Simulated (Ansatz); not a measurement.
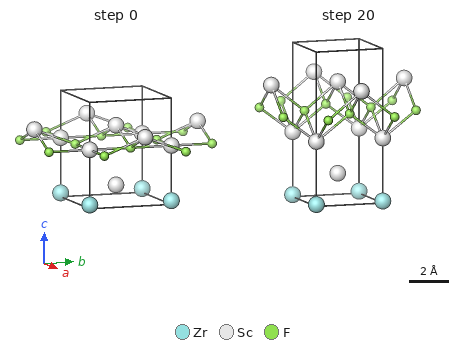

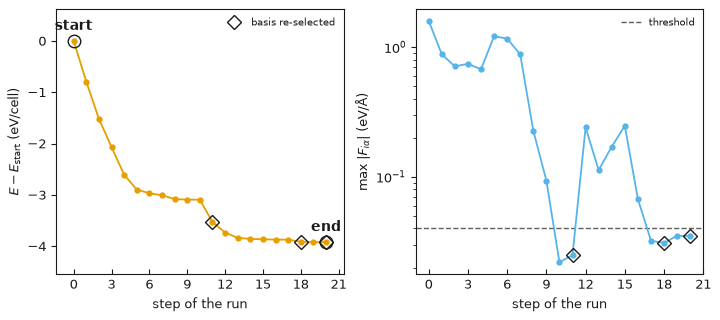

First and last geometry of a relaxation of solid ZrSc$_{3}$F$_{2}$ (a generated structure, set up in P4mm) (coarse preliminary run), with the history of the run. Style: ball-and-stick. Shown: the cell of the calculation, slightly off an axis.

Method: DFT PBE, scalar-relativistic, plane waves, PAW in Ansatz. Set-up: plane-wave cutoff 420 eV; k-point mesh 4 × 4 × 4; occupations gaussian; smearing width 0.1 eV; no spin polarisation; cell and atoms relaxed; force threshold 0.04 eV/Å; at most 70 steps.

Did the run converge, and what did it change?

It converged. A Sc atom moves most relative to the cell: 1.08 Å along −c. Largest moves by element: Sc 1.08 Å, F 0.30 Å, Zr 0.19 Å. Cell: a = b 4.504 → 3.668 Å (−18.6 %), c 5.593 → 8.118 Å (+45.1 %). Volume −3.8 %. Near-neighbour distances that change, for instance: Sc–Zr 2.694 → 4.808 Å, Sc–Sc 3.136 → 4.823 Å, Sc–Sc 2.458 → 3.295 Å, Sc–Sc 3.913 → 3.284 Å. Bond angles that change, for instance: F–Sc–F 179.5° → 106.5°, Sc–F–Sc 179.5° → 106.5°, F–Sc–F 137.7° → 103.7°. The space group stays P4mm (No. 99). After 17 accepted moves (20 points after the start) the energy has fallen by 3.922 eV per cell of the calculation. Largest force component: 1.6 eV/Å at the start, 0.035 eV/Å at the end. The pressure goes from 0.48 to 0.10 GPa. At 3 points the geometry stayed and the basis and grid were re-selected for the new cell (energy shift of 0.435 eV per cell of the calculation at most each time). Cost: 2.6 min on 1 thread of Arm Neoverse V2, with other jobs on the host, peak memory 0.38 GiB.
